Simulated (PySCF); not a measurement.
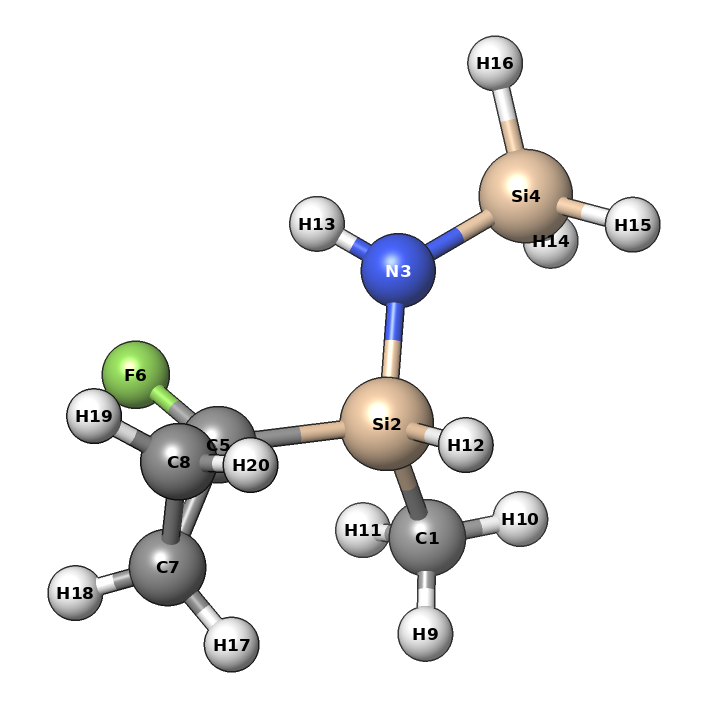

The geometry was computed by an optimisation with GFN2-xTB. No frequency run is at hand to confirm it as a minimum. Electric field gradients from the ground-state density, PBE0/pcSseg-1 (PySCF 2.14.0), non-relativistic apart from any core potentials.

Give the largest field-gradient component, the quadrupole coupling constant and the asymmetry for 14N at N3 (Q = 20.44 mb).

```
atom  V_zz (a.u.)  e²qQ/h (MHz)     η
  N3       −0.773         −3.71  0.39
```

The geometry is semi-empirical. Around Si such bond lengths and angles can be off by a tenth of an ångström or more and by several degrees, and values that hang on the shape move with them.
